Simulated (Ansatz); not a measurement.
**Relaxing glassy Ba4.2Hf30.6O65.3 (216 atoms)**

Aim: bring glassy Ba4.2Hf30.6O65.3 (216 atoms) to a nearby minimum of the energy and see what moves.

Calculated with Ansatz 0.2.0; Kohn-Sham DFT, RPBE, PAW (set soft_2), plane waves.

**Experiments to compare with.** The Hf-O bond length of an amorphous hafnium oxide film with 12% of Hf replaced by Ba, grown by pulsed laser deposition, was obtained by fitting Hf L3-edge EXAFS (“Structure-evolution-designed amorphous oxides for dielectric energy storage”, 2023, PMC10213053): nearest Hf–O distance 2.08 Å.

## Step 1: The starting structure

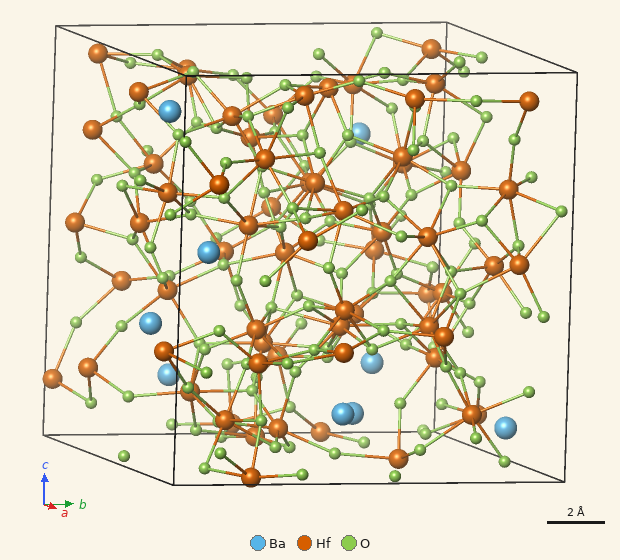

The cell as given, slightly off an axis (barium blue, hafnium orange, oxygen green). Bonds to atoms that aren't drawn are left out. Some periodic images of atoms are drawn too.

The cell holds 216 atoms: 9 Ba, 66 Hf and 141 O. Its edges and angles: a = 14.527 Å, b = 14.527 Å, c = 14.527 Å, α = 90.0°, β = 90.0°, γ = 90.0°. 216 atoms (9 Ba, 66 Zr, 141 O) placed at random at 5.15 g/cm³, melted at 4500 K for 20 ps at fixed volume with the Morse and Coulomb pair potential with partial charges (Pedone, Malavasi, Menziani, Cormack and Segre, J. Phys. Chem. B 110, 11780 (2006)). Quenched from 4500 K to 300 K at 20 K/ps and fixed volume, held 5 ps. Then Zr was replaced by Hf (the potential has no terms for the new elements, so the cell is a start for a DFT relaxation).

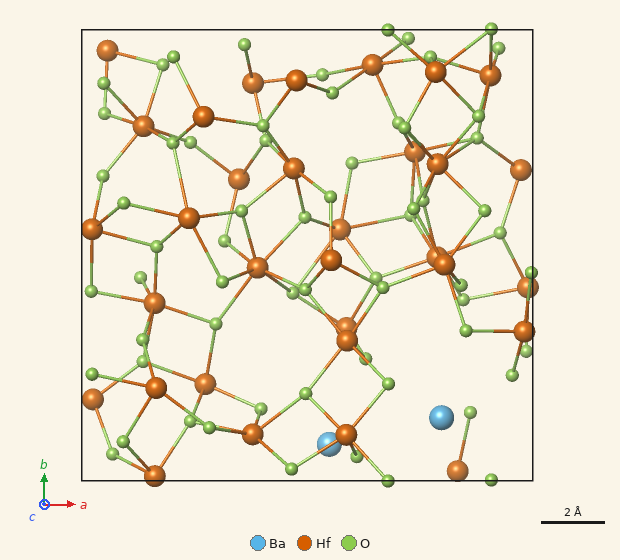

A slice 6 Å thick through the middle of the cell.

Limits known from the start: The quench rate of 20 K/ps is orders of magnitude faster than experiment, which tends to freeze in extra defects. The starting topology of bonds comes from the classical model. Sampling is at Γ alone, for a cell whose shortest periodic width is 15 Å. The levels lack spin–orbit coupling, which is large for the heavy elements here.

## Step 2: Single point at the start

A single point comes first, to see the forces before anything moves.

The input, input.yaml:

```yaml
crystal:
  lattice:
    - [14.5266, 0.0, 0.0]
    - [0.0, 14.5266, 0.0]
    - [0.0, 0.0, 14.5266]
  atoms:
    - { symbol: Ba, position: [0.13483, 0.27139, 0.16186] }
    - { symbol: Ba, position: [0.54912, 0.08069, 0.33975] }
    - { symbol: Ba, position: [0.16787, 0.77909, 0.19121] }
    - { symbol: Ba, position: [0.68171, 0.95261, 0.09319] }
    - { symbol: Ba, position: [0.71543, 0.05693, 0.87814] }
    - { symbol: Ba, position: [0.76918, 0.50561, 0.14156] }
    - { symbol: Ba, position: [0.40965, 0.65138, 0.09795] }
    - { symbol: Ba, position: [0.79814, 0.13963, 0.54307] }
    - { symbol: Ba, position: [0.02085, 0.77743, 0.73203] }
    - { symbol: Hf, position: [0.9318, 0.90234, 0.92215] }
    - { symbol: Hf, position: [0.78367, 0.28153, 0.76801] }
    - { symbol: Hf, position: [0.50515, 0.53224, 0.9058] }
    - { symbol: Hf, position: [0.30075, 0.44073, 0.02977] }
    - { symbol: Hf, position: [0.42936, 0.96362, 0.09477] }
    - { symbol: Hf, position: [0.57293, 0.55699, 0.33264] }
    - { symbol: Hf, position: [0.27026, 0.80712, 0.69028] }
    - { symbol: Hf, position: [0.05419, 0.69149, 0.00857] }
    - { symbol: Hf, position: [0.26391, 0.87332, 0.96833] }
    - { symbol: Hf, position: [0.1617, 0.39362, 0.46472] }
    - { symbol: Hf, position: [0.78926, 0.70197, 0.57514] }
    - { symbol: Hf, position: [0.89671, 0.23267, 0.00441] }
    - { symbol: Hf, position: [0.98166, 0.33072, 0.59229] }
    - { symbol: Hf, position: [0.27432, 0.21422, 0.38607] }
    - { symbol: Hf, position: [0.80442, 0.47893, 0.64266] }
    - { symbol: Hf, position: [0.03462, 0.46976, 0.02831] }
    - { symbol: Hf, position: [0.24629, 0.02671, 0.19468] }
    - { symbol: Hf, position: [0.73922, 0.72942, 0.34968] }
    - { symbol: Hf, position: [0.46399, 0.06067, 0.8948] }
    - { symbol: Hf, position: [0.47046, 0.69242, 0.5486] }
    - { symbol: Hf, position: [0.90643, 0.8986, 0.51957] }
    - { symbol: Hf, position: [0.02502, 0.18024, 0.37848] }
    - { symbol: Hf, position: [0.37909, 0.10272, 0.5641] }
    [... 178 atom lines left out ...]
    - { symbol: O, position: [0.99482, 0.00525, 0.83837] }
    - { symbol: O, position: [0.00457, 0.19219, 0.90818] }
    - { symbol: O, position: [0.55202, 0.62925, 0.64094] }
    - { symbol: O, position: [0.46856, 0.41584, 0.36573] }
    - { symbol: O, position: [0.8369, 0.89973, 0.81726] }
    - { symbol: O, position: [0.62408, 0.82492, 0.98102] }
kpoints:
  mp_grid: { grid: [1, 1, 1] }
hamiltonian:
  xc: rpbe
scf:
  occupations: { method: gaussian, width: 0.05 }
output:
  forces: true
  stress: true
  populations: intrinsic
  dos:
    method: { smearing: { sigma: 0.15 } }
    de: 0.1
    projected: { site_lists: { Ba: [Ba], Hf: [Hf], O: [O] } }
  eigenvalues: true
```

Started as:

```console
$ ansatz run input.yaml --threads 8 --pin off --max-ram 15872MiB --backend cpu --events-out ev --progress --plain --runs-dir out
```

Numbers of over 12 decimals in the logs are rounded to 6 here.

The program printed:

```text
Engine: ansatz 0.2.0, aarch64-unknown-linux-gnu
Pseudopotentials: kind: paw
Pseudopotential: Ba, paw, valence charge 10, recommended cutoff 420 eV (normal), Ba.paw.azcp
Pseudopotential: Hf, paw, valence charge 26, recommended cutoff 420 eV (normal), Hf.paw.azcp
Pseudopotential: O, paw, valence charge 6, recommended cutoff 420 eV (normal), O.paw.azcp
[... 5 lines on functional and potentials left out ...]
Crystal: 216 atoms, lattice volume = 3065.434 Å³
Basis set: ecut = 420 eV, 60005 PW (Γ), exchange–correlation on 200×200×200 points (8 copies of the dense FFT grid, shifted against one another)
Bands: 1592, of which v1, the nominal top of the filled ones, is band 1326 counted from 1 (1325 counted from 0)
Symmetry: 1 space group operations
Space group: P1 (ITA 1), of the structure as read, at distance tolerance 1.5e-4 Å
k-points: 1
[... 10 lines on functional and potentials left out ...]
Initial density: superposition of atomic densities (neutral atoms: chi_scale 0, normalization atom), corrected by the library's trained network
Initial wavefunctions: pseudopotential atomic-orbital guess
Functional: x = rpbe, c = pbe(β = 0.066725)
SCF iter   1: F=—  HF=-1172662.940457 eV  |F-HF|=—  |Δ(HF+E_count)|=         —  Δρ=6.39e-3  dr2=1.49e0  ethr=1.77e-3  ⟨swp⟩=6.0  Hψ=5874  notcnv=0  defer=1
preconditioner: auto → Resta (q_TF=auto, 2.663 Å⁻¹)  ε∞=4.8  [insulator: Δε(μ)=3.108 eV  Ē_g=17.376 eV  σ=0.050 eV  W_gap=1.00  n_scr=948 (ndim 8)  ℏωp=33.7 eV  f_vac=0.119  D(μ)=0.00/eV (n_scr^D=0)  ε∞_Penn≈4.8]
SCF iter   2: F=—  HF=-1172662.732780 eV  |F-HF|=—  |Δ(HF+E_count)|=   2.08e-1  Δρ=3.06e-3  dr2=2.17e-1  ethr=5.63e-5  ⟨swp⟩=2.0  Hψ=2863  notcnv=0  defer=258
SCF iter   3: F=—  HF=-1172662.734519 eV  |F-HF|=—  |Δ(HF+E_count)|=   1.74e-3  Δρ=1.43e-3  dr2=8.06e-2  ethr=8.18e-6  ⟨swp⟩=2.0  Hψ=2660  notcnv=0  defer=258
SCF iter   4: F=—  HF=-1172662.742832 eV  |F-HF|=—  |Δ(HF+E_count)|=   8.31e-3  Δρ=4.65e-4  dr2=8.17e-3  ethr=3.04e-6  ⟨swp⟩=2.0  Hψ=2295  notcnv=0  defer=258
SCF iter   5: F=—  HF=-1172662.743926 eV  |F-HF|=—  |Δ(HF+E_count)|=   1.09e-3  Δρ=2.46e-4  dr2=2.30e-3  ethr=3.08e-7  ⟨swp⟩=2.0  Hψ=2660  notcnv=0  defer=258
SCF iter   6: F=—  HF=-1172662.746474 eV  |F-HF|=—  |Δ(HF+E_count)|=   2.55e-3  Δρ=9.51e-5  dr2=3.84e-4  ethr=8.69e-8  ⟨swp⟩=2.0  Hψ=2570  notcnv=0  defer=258
SCF iter   7: F=—  HF=-1172662.747131 eV  |F-HF|=—  |Δ(HF+E_count)|=   6.57e-4  Δρ=6.59e-5  dr2=1.41e-4  ethr=1.45e-8  ⟨swp⟩=2.0  Hψ=2652  notcnv=0  defer=258
SCF iter   8: F=—  HF=-1172662.738011 eV  |F-HF|=—  |Δ(HF+E_count)|=   9.12e-3  Δρ=2.02e-5  dr2=1.82e-5  ethr=5.31e-9  ⟨swp⟩=2.0  Hψ=2918  notcnv=0  defer=258
SCF iter   9: F=—  HF=-1172662.736845 eV  |F-HF|=—  |Δ(HF+E_count)|=   1.17e-3  Δρ=1.65e-5  dr2=7.83e-6  ethr=6.86e-10  ⟨swp⟩=3.0  Hψ=2661  notcnv=0  defer=258
SCF iter  10: F=—  HF=-1172662.736848 eV  |F-HF|=—  |Δ(HF+E_count)|=   2.23e-6  Δρ=5.86e-6  dr2=1.03e-6  ethr=2.95e-10  ⟨swp⟩=2.0  Hψ=2652  notcnv=0  defer=258
SCF iter  11: F=—  HF=-1172662.736849 eV  |F-HF|=—  |Δ(HF+E_count)|=   1.25e-6  Δρ=3.10e-6  dr2=3.29e-7  ethr=3.88e-11  ⟨swp⟩=3.0  Hψ=2659  notcnv=0  defer=258
SCF iter  12: F=—  HF=-1172662.736849 eV  |F-HF|=—  |Δ(HF+E_count)|=   3.91e-7  Δρ=1.85e-6  dr2=1.02e-7  ethr=1.24e-11  ⟨swp⟩=2.0  Hψ=2660  notcnv=0  defer=258
SCF iter  13: F=-1172662.736849 eV  HF=-1172662.736849 eV  |F-HF|=1.19e-8  |Δ(HF+E_count)|=   4.73e-8  Δρ=5.76e-7  dr2=1.19e-8  ethr=3.77e-12  ⟨swp⟩=11.0  Hψ=8128  notcnv=0
SCF 1 converged in 13 iterations: F = -1172662.736849 eV  dr2 = 1.19e-8
  greatest PAW one-centre occupation: 0.999 electrons in one spin orbital (limit 2), on the Hf atom at site 61 (counted from 0), in its partial waves of l = 0
SCF converged after 13 iterations
Free energy (F): -1172662.736849 eV
Harris-Foulkes:  -1172662.736849 eV  (|F-HF|=1.19e-8)
Internal energy: -1172662.736849 eV  (E = F + TS)
E sigma→0 (E₀):  -1172662.736849 eV
Fermi energy:    13.180229 eV
--- Per-component energies (eV) ---
  E_band       = -7766.774675
  E_kinetic    = 53850.778369
  E_local      = -509872.712104  (includes V_loc(G=0)·N_el)
  E_nonlocal   = -75023.276483
  E_hartree    = 233177.096871
  E_xc         = -31760.674938
  E_vxc        = -32015.244019  (∫ρ·V_xc dr)
  E_paw        = -527535.082170  (= ΣΔE_a)
  E_vpaw       = 88939.158668  (= ΣTr[D̂ρ^β])
  E_aug_tail   = 0.342841  (compensation charges beyond the density's cutoff)
  E_ewald      = -315483.538154
  E_core_change = -15.671081  (= ΣΔE_core)
  E_smearing   = -0.000000  (= −TS)
  E_closure    = 0.000000  (closes the sum)
  Σ components = -1172662.736849   (vs F -1172662.736849, Δ=0.00e0)
--- Forces (eV/Å), atoms counted from 1 ---
  atom   1  Ba     0.41041027    -0.31622895    -0.42017642
  atom   2  Ba    -0.16359303     0.41777165     0.54700981
  atom   3  Ba    -0.00125221     0.27124836     0.96466188
  atom   4  Ba    -0.47071997     0.47488994     0.09299066
  atom   5  Ba    -0.00966668     0.16367207    -0.85405823
  atom   6  Ba     0.41364770     0.31312208     0.00615308
  atom   7  Ba     0.10596276     1.18189426     0.23462937
  atom   8  Ba    -0.15551886    -0.02631346    -0.09583061
  atom   9  Ba     0.16349052     0.01017517    -0.37546127
  atom  10  Hf    -1.16352964    -0.89034407     1.11420037
  atom  11  Hf     0.69064923    -1.73054972    -1.46715592
  atom  12  Hf    -0.51704701     0.15885082    -1.61522520
  atom  13  Hf    -0.26671436     0.51596295    -1.53624141
  atom  14  Hf     0.64595845    -1.44213767    -1.04839439
[...]
atom 215  O      0.26974639     0.47020437     0.75122701
  atom 216  O     -0.67892145    -0.66389132    -0.50063949
  max |Σ_I F_I| component: 3.01e-5 eV/Å
--- Stress (GPa, compression-positive) ---
       -0.827577      -0.608272       0.776833
       -0.608272      -2.980790      -0.628756
        0.776833      -0.628756      -0.889497
  P = ⅓ Tr σ = -1.5660 GPa (-15.660 kbar)
--- Band table (eV) ---
  k-point 0: bands = ["-50.6064", "-50.4989", "-50.3488", "-50.3475", [... 1576 levels ...], "18.5780", "18.5945", "18.6194", "18.6395", "18.6646", "18.6806", "18.7013", "18.7252", "18.7319", "18.7466", "18.7860", "18.7979"]
--- intrinsic populations: 216 sites ---
  site symbol       q [e]
     0     Ba      8.1956
     1     Ba      8.1914
     2     Ba      8.1769
[...]
215      O      6.8983
  spilling = 0.000000 (of n_electrons = 2652.000000)
```

Wall time 4.9 min (8 threads of Arm Neoverse V1, shared host); peak memory 8.4 GiB; 38 min of CPU time.

The program notes that it cut back its work space to fit the memory limit.

The run gave:

```
free energy                                      : -1172662.7368 eV
free energy per atom                             : -5428.9942 eV/atom
SCF cycles                                       : 13
pressure                                         : -1.566 GPa
r.m.s. force component                           : 0.6803 eV/Å
longest force                                    : 2.814 eV/Å
Fermi energy                                     : 13.18 eV
gap (highest filled to lowest empty level) : 2.898 eV
```

The r.m.s. force component of 0.68 eV/Å and the pressure of -1.6 GPa set the starting point.

Neighbours are counted within 2.82 Å (O-Hf), 3.29 Å (O-Ba).

Length of the force by element and coordination:

| element | coordination | atoms | mean length of the force (eV/Å) | spread | least | most |
| --- | --- | --- | --- | --- | --- | --- |
| Ba | all | 9 | 0.694 | 0.291 | 0.185 | 1.21 |
| Ba | 6 | 5 | 0.569 | 0.242 | 0.185 | 0.870 |
| Ba | 7 | 1 | 0.519 | 0 | 0.519 | 0.519 |
| Ba | 8 | 2 | 1.11 | 0.104 | 1.00 | 1.21 |
| Ba | 9 | 1 | 0.667 | 0 | 0.667 | 0.667 |
| Hf | all | 66 | 1.59 | 0.488 | 0.413 | 2.81 |
| Hf | 5 | 1 | 1.84 | 0 | 1.84 | 1.84 |
| Hf | 6 | 56 | 1.64 | 0.479 | 0.616 | 2.81 |
| Hf | 7 | 9 | 1.30 | 0.462 | 0.413 | 1.99 |
| O | all | 141 | 0.811 | 0.363 | 0.154 | 1.98 |
| O | 2 | 4 | 0.851 | 0.199 | 0.589 | 1.14 |
| O | 3 | 90 | 0.784 | 0.366 | 0.154 | 1.95 |
| O | 4 | 47 | 0.860 | 0.363 | 0.347 | 1.98 |

(Continued in part 2 of 3.)

[Logs are printed without paths, hosts, clocks, repeated set-up lines and the standing remarks that a program may print on its own settings, such as how far it seeks lower states.]

[Hosts, paths, dates, database ids (printed as entryN), source tags and the programs' standing remarks are cut or masked in the printed files.]
